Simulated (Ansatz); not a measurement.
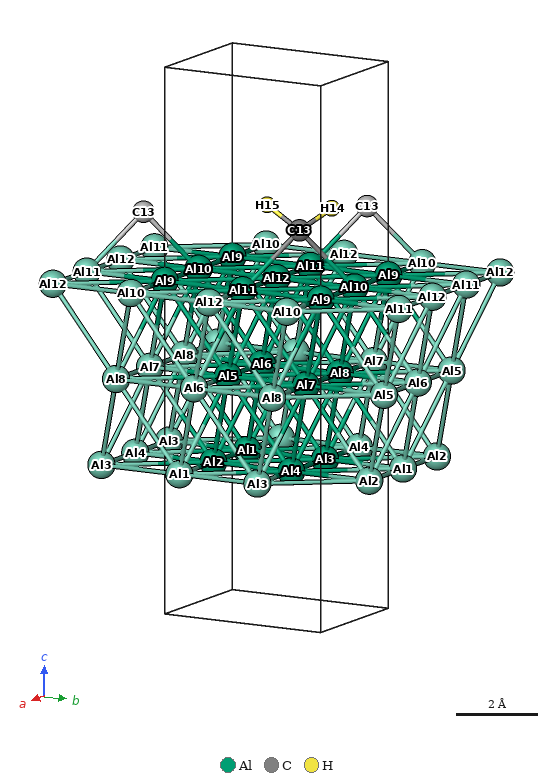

Figure 1. The structure as given in the input (ball-and-stick view of the cell of the calculation, with the vacuum cut short, seen slightly off an axis; neighbours outside the cell are drawn fainter; atoms are numbered from 1 in the order of the input).

Run report: Al12H2C, geometry relaxation (part 1 of 2)

- system: Al12H2C (slab, 15 atoms in the cell)
- method: DFT PBEsol, scalar-relativistic, plane waves, PAW, no spin polarisation (Ansatz 0.2.0)

The input holds or restrains some coordinates. It belongs to a series of runs on one base structure; here: end point A relaxed. Figures and captions count atoms from 1; the log counts them from 0 in places.

Input file:
```yaml
crystal:
  lattice:
    - [5.727565, 0.0, 0.0]
    - [2.863782, 4.960217, 0.0]
    - [0.0, 0.0, 15.676537]
  atoms:
    - { symbol: Al, position: [0.1666667, 0.1666667, 0.0637896] }
    - { symbol: Al, position: [0.6666667, 0.1666667, 0.0637896] }
    - { symbol: Al, position: [0.1666667, 0.6666667, 0.0637896] }
    - { symbol: Al, position: [0.6666667, 0.6666667, 0.0637896] }
    - { symbol: Al, position: [-0.1666667, 0.3333333, 0.2129468] }
    - { symbol: Al, position: [0.3333333, 0.3333333, 0.2129468] }
    - { symbol: Al, position: [-0.1666667, 0.8333333, 0.2129468] }
    - { symbol: Al, position: [0.3333333, 0.8333333, 0.2129468] }
    - { symbol: Al, position: [0.0, 0.0, 0.362104] }
    - { symbol: Al, position: [0.5, 0.0, 0.362104] }
    - { symbol: Al, position: [0.0, 0.5, 0.362104] }
    - { symbol: Al, position: [0.5, 0.5, 0.362104] }
    - { symbol: C, position: [0.7350652, 0.7493909, 0.4552368] }
    - { symbol: H, position: [0.6700983, 0.9285912, 0.4935106] }
    - { symbol: H, position: [0.8000321, 0.5701906, 0.4935106] }
basis:
  ecutwfc: 420.0
kpoints:
  mp_grid: { grid: [3, 3, 1] }
hamiltonian:
  xc: pbesol
scf:
  occupations: { method: gaussian, width: 0.1 }
  lower_state_search: "off"
relax:
  f_tol: 0.03
  max_steps: 60
  adjacent_minimum: "off"
  constraints: [{ sites: [0, 1, 2, 3] }]
```

Command:
```bash
ansatz run input.yaml --threads 1 --pin off --max-ram 3072MiB --backend cpu --events-out ev --progress --plain --runs-dir out
```

Output:
```
Engine: ansatz 0.2.0, aarch64-unknown-linux-gnu
Pseudopotentials: kind: paw
Pseudopotential: Al, paw, valence charge 3, recommended cutoff 420 eV (normal), Al.paw.azcp
Pseudopotential: C, paw, valence charge 4, recommended cutoff 420 eV (normal), C.paw.azcp
Pseudopotential: H, paw, valence charge 1, recommended cutoff 420 eV (normal), H.paw.azcp
Functional definition: PBEsol
  exchange = pbesol_x
  correlation = pbesol_c
Crystal: 15 atoms, lattice volume = 445.370 Å³
Basis set: ecut = 420 eV, 8765 PW (Γ), exchange–correlation on 80×80×216 points (8 copies of the dense FFT grid, shifted against one another)
Bands: 36, of which v1, the nominal top of the filled ones, is band 21 counted from 1 (20 counted from 0)
Symmetry: 1 space group operations
Space group: P1 (ITA 1), of the structure as read, at distance tolerance 7.6e-5 Å
k-points: 5 of 9 (time reversal used)
Non-local potential: Al, projectors of the file, l = 0: 2, l = 1: 2, l = 2: 1
Non-local potential: C, projectors of the file, l = 0: 2, l = 1: 2, l = 2: 1
Non-local potential: H, projectors of the file, l = 0: 2, l = 1: 1
PAW form: soft (Blöchl's): semilocal exchange-correlation on the pseudo side does not see the compensation charge
PAW frozen core: Al, regenerated for the run's functional, and the local potential with it (the file was generated under x = pbe(κ = 0.804, μ = 0.2195149727645171), c = pbe(β = 0.06672455060314922))
PAW frozen core: C, regenerated for the run's functional, and the local potential with it (the file was generated under x = pbe(κ = 0.804, μ = 0.2195149727645171), c = pbe(β = 0.06672455060314922))
PAW one-centre angular grid: Al, 110 points (default); XC on 64 Gauss nodes
PAW one-centre angular grid: C, 110 points (default); XC on 64 Gauss nodes
PAW one-centre angular grid: H, 110 points (default); XC on 64 Gauss nodes
Initial density: superposition of atomic densities (neutral atoms: chi_scale 0, normalization atom), corrected by the library's trained network
Initial wavefunctions: pseudopotential atomic-orbital guess
Functional: x = pbesol(κ = 0.804, μ = 0.12345679012345678), c = pbesol(β = 0.046)
SCF iter   1: F=—  HF=-6568.573300 eV  |F-HF|=—  |Δ(HF+E_count)|=         —  Δρ=4.84e-3  dr2=4.24e-1  ethr=1.77e-3  ⟨swp⟩=13.0  Hψ=1321  notcnv=0  defer=4
preconditioner: auto → LDOS  [metal: Δε(μ)=0.041 eV  Ē_g=7.020 eV  σ=0.100 eV  W_gap=0.23  n_scr=50 (ndim 8)  ℏωp=11.4 eV  f_vac=0.369  D(μ)=5.80/eV (n_scr^D=36)  β→1.0]
SCF iter   2: F=—  HF=-6568.518543 eV  |F-HF|=—  |Δ(HF+E_count)|=   5.48e-2  Δρ=2.47e-3  dr2=5.65e-2  ethr=1.01e-3  ⟨swp⟩=2.8  Hψ=286  notcnv=0  defer=29
SCF iter   3: F=—  HF=-6568.515768 eV  |F-HF|=—  |Δ(HF+E_count)|=   2.77e-3  Δρ=1.34e-3  dr2=2.25e-2  ethr=1.35e-4  ⟨swp⟩=2.2  Hψ=241  notcnv=0  defer=30
SCF iter   4: F=—  HF=-6568.512825 eV  |F-HF|=—  |Δ(HF+E_count)|=   2.94e-3  Δρ=5.40e-4  dr2=3.48e-3  ethr=5.35e-5  ⟨swp⟩=2.0  Hψ=287  notcnv=0  defer=29
SCF iter   5: F=—  HF=-6568.512726 eV  |F-HF|=—  |Δ(HF+E_count)|=   9.95e-5  Δρ=1.51e-4  dr2=1.68e-4  ethr=8.29e-6  ⟨swp⟩=2.2  Hψ=214  notcnv=0  defer=29
SCF iter   6: F=—  HF=-6568.512727 eV  |F-HF|=—  |Δ(HF+E_count)|=   1.45e-6  Δρ=4.88e-5  dr2=3.51e-5  ethr=4.00e-7  ⟨swp⟩=2.0  Hψ=248  notcnv=0  defer=29
SCF iter   7: F=-6568.512726 eV  HF=-6568.512727 eV  |F-HF|=1.05e-6  |Δ(HF+E_count)|=   3.01e-7  Δρ=1.11e-5  dr2=1.78e-6  ethr=5.36e-8  ⟨swp⟩=4.0  Hψ=522  notcnv=0
SCF 1 converged in 7 iterations: F = -6568.512726 eV  dr2 = 1.78e-6
  greatest PAW one-centre occupation: 0.652 electrons in one spin orbital (limit 2), on the C atom at site 12 (counted from 0), in its partial waves of l = 0
relax step   1: F+E_penalty+E_count = -6568.51272578 eV  Δ(F+E_penalty+E_count) = +0.000e0 eV  max|allowed force component| = 1.695e0 eV/Å  Δτ_max = 0.0000 Å  (7 SCF iters, dr2 threshold 2.25e-5 eV, accepted)
Initial density: handed on by an earlier stage of this run
Initial wavefunctions: those handed on with the density
iter 1 solved again at ethr=4.66e-4 eV; its pass at ethr=3.10e-3 eV (dr2=1.96e-1 eV) is discarded
SCF iter   1: F=—  HF=-6568.955966 eV  |F-HF|=—  |Δ(HF+E_count)|=         —  Δρ=7.72e-3  dr2=1.99e-1  ethr=4.66e-4  ⟨swp⟩=2.0  Hψ=740  notcnv=0  defer=36
preconditioner: auto → LDOS  [insulator: Δε(μ)=0.152 eV  Ē_g=7.032 eV  σ=0.100 eV  W_gap=0.71  n_scr=50 (ndim 8)  ℏωp=11.4 eV  f_vac=0.375  D(μ)=4.02/eV (n_scr^D=12)  ε∞_Penn≈3.6  β→1.0]
SCF iter   2: F=—  HF=-6568.931122 eV  |F-HF|=—  |Δ(HF+E_count)|=   2.48e-2  Δρ=2.09e-3  dr2=7.91e-2  ethr=4.66e-4  ⟨swp⟩=2.0  Hψ=286  notcnv=0  defer=36
SCF iter   3: F=—  HF=-6568.918796 eV  |F-HF|=—  |Δ(HF+E_count)|=   1.23e-2  Δρ=4.96e-4  dr2=6.83e-3  ethr=1.88e-4  ⟨swp⟩=2.4  Hψ=283  notcnv=0  defer=36
SCF iter   4: F=—  HF=-6568.918038 eV  |F-HF|=—  |Δ(HF+E_count)|=   7.58e-4  Δρ=1.49e-4  dr2=1.73e-4  ethr=1.63e-5  ⟨swp⟩=2.6  Hψ=252  notcnv=0  defer=36
SCF iter   5: F=-6568.918007 eV  HF=-6568.918011 eV  |F-HF|=4.45e-6  |Δ(HF+E_count)|=   2.68e-5  Δρ=3.75e-5  dr2=1.09e-5  ethr=2.38e-7  ⟨swp⟩=3.0  Hψ=670  notcnv=0
SCF 2 converged in 5 iterations: F = -6568.918007 eV  dr2 = 1.09e-5
  greatest PAW one-centre occupation: 0.647 electrons in one spin orbital (limit 2), on the C atom at site 12 (counted from 0), in its partial waves of l = 0
relax step   2: F+E_penalty+E_count = -6568.91800683 eV  Δ(F+E_penalty+E_count) = -4.053e-1 eV  max|allowed force component| = 5.862e-1 eV/Å  Δτ_max = 0.1949 Å  (5 SCF iters, dr2 threshold 1.00e-4 eV, accepted)
iter 1 solved again at ethr=2.82e-4 eV; its pass at ethr=3.10e-3 eV (dr2=1.19e-1 eV) is discarded
SCF iter   1: F=—  HF=-6569.170120 eV  |F-HF|=—  |Δ(HF+E_count)|=         —  Δρ=7.01e-3  dr2=1.21e-1  ethr=2.82e-4  ⟨swp⟩=2.0  Hψ=734  notcnv=0  defer=34
preconditioner: auto → LDOS  [metal: Δε(μ)=0.078 eV  Ē_g=7.035 eV  σ=0.100 eV  W_gap=0.42  n_scr=50 (ndim 8)  ℏωp=11.4 eV  f_vac=0.375  D(μ)=5.39/eV (n_scr^D=24)  β→1.0]
SCF iter   2: F=—  HF=-6569.156651 eV  |F-HF|=—  |Δ(HF+E_count)|=   1.35e-2  Δρ=1.54e-3  dr2=2.52e-2  ethr=2.82e-4  ⟨swp⟩=2.0  Hψ=257  notcnv=0  defer=34
SCF iter   3: F=—  HF=-6569.151909 eV  |F-HF|=—  |Δ(HF+E_count)|=   4.74e-3  Δρ=4.89e-4  dr2=2.82e-3  ethr=6.00e-5  ⟨swp⟩=2.0  Hψ=245  notcnv=0  defer=34
SCF iter   4: F=—  HF=-6569.151430 eV  |F-HF|=—  |Δ(HF+E_count)|=   4.79e-4  Δρ=9.37e-5  dr2=6.62e-5  ethr=6.71e-6  ⟨swp⟩=2.6  Hψ=304  notcnv=0  defer=35
SCF iter   5: F=-6569.151415 eV  HF=-6569.151421 eV  |F-HF|=6.09e-6  |Δ(HF+E_count)|=   9.29e-6  Δρ=2.82e-5  dr2=8.95e-6  ethr=5.11e-8  ⟨swp⟩=5.0  Hψ=623  notcnv=0
SCF 3 converged in 5 iterations: F = -6569.151415 eV  dr2 = 8.95e-6
  greatest PAW one-centre occupation: 0.645 electrons in one spin orbital (limit 2), on the C atom at site 12 (counted from 0), in its partial waves of l = 0
relax step   3: F+E_penalty+E_count = -6569.15141457 eV  Δ(F+E_penalty+E_count) = -2.334e-1 eV  max|allowed force component| = 7.395e-1 eV/Å  Δτ_max = 0.1984 Å  (5 SCF iters, dr2 threshold 2.15e-5 eV, accepted)
iter 1 solved again at ethr=7.00e-4 eV; its pass at ethr=3.10e-3 eV (dr2=2.94e-1 eV) is discarded
SCF iter   1: F=—  HF=-6569.367352 eV  |F-HF|=—  |Δ(HF+E_count)|=         —  Δρ=9.72e-3  dr2=3.04e-1  ethr=7.00e-4  ⟨swp⟩=1.4  Hψ=735  notcnv=0  defer=33
preconditioner: auto → LDOS  [metal: Δε(μ)=0.030 eV  Ē_g=7.093 eV  σ=0.100 eV  W_gap=0.17  n_scr=50 (ndim 8)  ℏωp=11.4 eV  f_vac=0.379  D(μ)=5.75/eV (n_scr^D=36)  β→1.0]
SCF iter   2: F=—  HF=-6569.311615 eV  |F-HF|=—  |Δ(HF+E_count)|=   5.57e-2  Δρ=3.67e-3  dr2=9.46e-2  ethr=7.00e-4  ⟨swp⟩=2.6  Hψ=287  notcnv=0  defer=33
SCF iter   3: F=—  HF=-6569.290254 eV  |F-HF|=—  |Δ(HF+E_count)|=   2.14e-2  Δρ=1.23e-3  dr2=1.14e-2  ethr=2.25e-4  ⟨swp⟩=2.0  Hψ=259  notcnv=0  defer=33
SCF iter   4: F=—  HF=-6569.287850 eV  |F-HF|=—  |Δ(HF+E_count)|=   2.40e-3  Δρ=2.25e-4  dr2=3.25e-4  ethr=2.70e-5  ⟨swp⟩=2.0  Hψ=281  notcnv=0  defer=35
SCF iter   5: F=—  HF=-6569.287819 eV  |F-HF|=—  |Δ(HF+E_count)|=   3.01e-5  Δρ=7.55e-5  dr2=1.41e-4  ethr=7.74e-7  ⟨swp⟩=2.0  Hψ=259  notcnv=0  defer=35
SCF iter   6: F=-6569.287797 eV  HF=-6569.287815 eV  |F-HF|=1.84e-5  |Δ(HF+E_count)|=   4.14e-6  Δρ=3.33e-5  dr2=2.16e-5  ethr=1.56e-7  ⟨swp⟩=3.2  Hψ=559  notcnv=0
SCF 4 converged in 6 iterations: F = -6569.287797 eV  dr2 = 2.16e-5
  greatest PAW one-centre occupation: 0.648 electrons in one spin orbital (limit 2), on the C atom at site 12 (counted from 0), in its partial waves of l = 0
relax step   4: F+E_penalty+E_count = -6569.28779688 eV  Δ(F+E_penalty+E_count) = -1.364e-1 eV  max|allowed force component| = 3.619e-1 eV/Å  Δτ_max = 0.2000 Å  (6 SCF iters, dr2 threshold 6.54e-5 eV, accepted)
iter 1 solved again at ethr=3.99e-4 eV; its pass at ethr=3.10e-3 eV (dr2=1.67e-1 eV) is discarded
SCF iter   1: F=—  HF=-6569.419025 eV  |F-HF|=—  |Δ(HF+E_count)|=         —  Δρ=7.69e-3  dr2=1.74e-1  ethr=3.99e-4  ⟨swp⟩=2.0  Hψ=717  notcnv=0  defer=34
preconditioner: auto → LDOS  [metal: Δε(μ)=0.050 eV  Ē_g=7.108 eV  σ=0.100 eV  W_gap=0.28  n_scr=50 (ndim 8)  ℏωp=11.4 eV  f_vac=0.379  D(μ)=5.50/eV (n_scr^D=24)  β→1.0]
SCF iter   2: F=—  HF=-6569.386437 eV  |F-HF|=—  |Δ(HF+E_count)|=   3.26e-2  Δρ=2.13e-3  dr2=3.51e-2  ethr=3.99e-4  ⟨swp⟩=2.0  Hψ=279  notcnv=0  defer=34
SCF iter   3: F=—  HF=-6569.377861 eV  |F-HF|=—  |Δ(HF+E_count)|=   8.58e-3  Δρ=7.63e-4  dr2=5.73e-3  ethr=8.36e-5  ⟨swp⟩=2.0  Hψ=247  notcnv=0  defer=34
SCF iter   4: F=—  HF=-6569.376686 eV  |F-HF|=—  |Δ(HF+E_count)|=   1.18e-3  Δρ=1.68e-4  dr2=2.16e-4  ethr=1.37e-5  ⟨swp⟩=2.0  Hψ=268  notcnv=0  defer=36
SCF iter   5: F=—  HF=-6569.376654 eV  |F-HF|=—  |Δ(HF+E_count)|=   3.14e-5  Δρ=6.32e-5  dr2=6.07e-5  ethr=5.14e-7  ⟨swp⟩=2.0  Hψ=248  notcnv=0  defer=36
SCF iter   6: F=-6569.376640 eV  HF=-6569.376650 eV  |F-HF|=1.04e-5  |Δ(HF+E_count)|=   4.46e-6  Δρ=2.55e-5  dr2=1.25e-5  ethr=7.47e-8  ⟨swp⟩=4.6  Hψ=524  notcnv=0
SCF 5 converged in 6 iterations: F = -6569.376640 eV  dr2 = 1.25e-5
relax step   5: F+E_penalty+E_count = -6569.37663954 eV  Δ(F+E_penalty+E_count) = -8.884e-2 eV  max|allowed force component| = 2.027e-1 eV/Å  Δτ_max = 0.1945 Å  (6 SCF iters, dr2 threshold 3.14e-5 eV, accepted)
iter 1 solved again at ethr=7.84e-4 eV; its pass at ethr=3.10e-3 eV (dr2=3.29e-1 eV) is discarded
SCF iter   1: F=—  HF=-6569.500154 eV  |F-HF|=—  |Δ(HF+E_count)|=         —  Δρ=9.56e-3  dr2=3.43e-1  ethr=7.84e-4  ⟨swp⟩=1.2  Hψ=746  notcnv=0  defer=35
preconditioner: auto → LDOS  [metal: Δε(μ)=0.087 eV  Ē_g=7.157 eV  σ=0.100 eV  W_gap=0.46  n_scr=50 (ndim 8)  ℏωp=11.4 eV  f_vac=0.381  D(μ)=4.74/eV (n_scr^D=24)  β→1.0]
SCF iter   2: F=—  HF=-6569.436177 eV  |F-HF|=—  |Δ(HF+E_count)|=   6.40e-2  Δρ=3.66e-3  dr2=1.10e-1  ethr=7.84e-4  ⟨swp⟩=2.8  Hψ=286  notcnv=0  defer=35
SCF iter   3: F=—  HF=-6569.406628 eV  |F-HF|=—  |Δ(HF+E_count)|=   2.95e-2  Δρ=1.10e-3  dr2=1.19e-2  ethr=2.61e-4  ⟨swp⟩=2.0  Hψ=260  notcnv=0  defer=35
SCF iter   4: F=—  HF=-6569.404371 eV  |F-HF|=—  |Δ(HF+E_count)|=   2.26e-3  Δρ=2.31e-4  dr2=3.73e-4  ethr=2.84e-5  ⟨swp⟩=2.0  Hψ=244  notcnv=0  defer=35
SCF iter   5: F=—  HF=-6569.404333 eV  |F-HF|=—  |Δ(HF+E_count)|=   3.81e-5  Δρ=6.84e-5  dr2=8.10e-5  ethr=8.87e-7  ⟨swp⟩=2.0  Hψ=285  notcnv=0  defer=38
SCF iter   6: F=—  HF=-6569.404336 eV  |F-HF|=—  |Δ(HF+E_count)|=   3.30e-6  Δρ=2.78e-5  dr2=1.10e-5  ethr=1.93e-7  ⟨swp⟩=2.0  Hψ=212  notcnv=0  defer=38
SCF iter   7: F=-6569.404333 eV  HF=-6569.404335 eV  |F-HF|=2.07e-6  |Δ(HF+E_count)|=   1.39e-6  Δρ=9.51e-6  dr2=2.42e-6  ethr=2.34e-8  ⟨swp⟩=4.2  Hψ=522  notcnv=0
SCF 6 converged in 7 iterations: F = -6569.404333 eV  dr2 = 2.42e-6
relax step   6: F+E_penalty+E_count = -6569.40433250 eV  Δ(F+E_penalty+E_count) = -2.769e-2 eV  max|allowed force component| = 9.218e-2 eV/Å  Δτ_max = 0.1833 Å  (7 SCF iters, dr2 threshold 9.84e-6 eV, accepted)
SCF iter   1: F=—  HF=-6569.426791 eV  |F-HF|=—  |Δ(HF+E_count)|=         —  Δρ=4.93e-3  dr2=6.82e-2  ethr=3.00e-3  ⟨swp⟩=3.0  Hψ=453  notcnv=0  defer=39
preconditioner: auto → LDOS  [metal: Δε(μ)=0.042 eV  Ē_g=7.165 eV  σ=0.100 eV  W_gap=0.23  n_scr=50 (ndim 8)  ℏωp=11.4 eV  f_vac=0.380  D(μ)=5.23/eV (n_scr^D=24)  β→1.0]
SCF iter   2: F=—  HF=-6569.413140 eV  |F-HF|=—  |Δ(HF+E_count)|=   1.37e-2  Δρ=1.33e-3  dr2=1.25e-2  ethr=1.62e-4  ⟨swp⟩=2.2  Hψ=319  notcnv=0  defer=40
SCF iter   3: F=—  HF=-6569.409354 eV  |F-HF|=—  |Δ(HF+E_count)|=   3.79e-3  Δρ=3.06e-4  dr2=6.74e-4  ethr=2.98e-5  ⟨swp⟩=2.0  Hψ=245  notcnv=0  defer=40
SCF iter   4: F=—  HF=-6569.409180 eV  |F-HF|=—  |Δ(HF+E_count)|=   1.74e-4  Δρ=5.53e-5  dr2=3.06e-5  ethr=1.60e-6  ⟨swp⟩=2.8  Hψ=252  notcnv=0  defer=40
SCF iter   5: F=—  HF=-6569.409178 eV  |F-HF|=—  |Δ(HF+E_count)|=   2.51e-6  Δρ=2.21e-5  dr2=4.79e-6  ethr=7.28e-8  ⟨swp⟩=2.0  Hψ=230  notcnv=0  defer=40
SCF iter   6: F=-6569.409176 eV  HF=-6569.409177 eV  |F-HF|=6.57e-7  |Δ(HF+E_count)|=   7.29e-7  Δρ=8.56e-6  dr2=9.53e-7  ethr=4.19e-9  ⟨swp⟩=5.0  Hψ=610  notcnv=0
SCF 7 converged in 6 iterations: F = -6569.409176 eV  dr2 = 9.53e-7
relax step   7: F+E_penalty+E_count = -6569.40917629 eV  Δ(F+E_penalty+E_count) = -4.844e-3 eV  max|allowed force component| = 3.939e-2 eV/Å  Δτ_max = 0.1215 Å  (6 SCF iters, dr2 threshold 1.76e-6 eV, accepted)
SCF iter   1: F=—  HF=-6569.419630 eV  |F-HF|=—  |Δ(HF+E_count)|=         —  Δρ=3.49e-3  dr2=3.60e-2  ethr=7.14e-4  ⟨swp⟩=2.6  Hψ=429  notcnv=0  defer=40
preconditioner: auto → LDOS  [metal: Δε(μ)=0.020 eV  Ē_g=7.173 eV  σ=0.100 eV  W_gap=0.11  n_scr=50 (ndim 8)  ℏωp=11.4 eV  f_vac=0.380  D(μ)=5.40/eV (n_scr^D=24)  β→1.0]
SCF iter   2: F=—  HF=-6569.413184 eV  |F-HF|=—  |Δ(HF+E_count)|=   6.45e-3  Δρ=9.47e-4  dr2=7.00e-3  ethr=8.57e-5  ⟨swp⟩=2.2  Hψ=317  notcnv=0  defer=40
SCF iter   3: F=—  HF=-6569.411277 eV  |F-HF|=—  |Δ(HF+E_count)|=   1.91e-3  Δρ=2.18e-4  dr2=6.11e-4  ethr=1.67e-5  ⟨swp⟩=2.0  Hψ=247  notcnv=0  defer=40
SCF iter   4: F=—  HF=-6569.411173 eV  |F-HF|=—  |Δ(HF+E_count)|=   1.04e-4  Δρ=5.43e-5  dr2=3.34e-5  ethr=1.45e-6  ⟨swp⟩=2.0  Hψ=245  notcnv=0  defer=40
SCF iter   5: F=—  HF=-6569.411191 eV  |F-HF|=—  |Δ(HF+E_count)|=   1.79e-5  Δρ=2.10e-5  dr2=6.97e-6  ethr=7.95e-8  ⟨swp⟩=2.0  Hψ=231  notcnv=0  defer=40
SCF iter   6: F=—  HF=-6569.411191 eV  |F-HF|=—  |Δ(HF+E_count)|=   5.56e-7  Δρ=1.08e-5  dr2=1.38e-6  ethr=1.66e-8  ⟨swp⟩=2.4  Hψ=250  notcnv=0  defer=40
SCF iter   7: F=—  HF=-6569.411191 eV  |F-HF|=—  |Δ(HF+E_count)|=   1.91e-7  Δρ=4.03e-6  dr2=2.19e-7  ethr=3.28e-9  ⟨swp⟩=2.4  Hψ=249  notcnv=0  defer=40
SCF iter   8: F=-6569.411190 eV  HF=-6569.411190 eV  |F-HF|=2.13e-9  |Δ(HF+E_count)|=   3.40e-8  Δρ=9.07e-7  dr2=7.47e-9  ethr=2.38e-10  ⟨swp⟩=5.0  Hψ=582  notcnv=0
SCF 8 converged in 8 iterations: F = -6569.411190 eV  dr2 = 7.47e-9
relax step   8: F+E_penalty+E_count = -6569.41119048 eV  Δ(F+E_penalty+E_count) = -2.014e-3 eV  max|allowed force component| = 1.903e-2 eV/Å  Δτ_max = 0.0858 Å  (8 SCF iters, accepted)
```
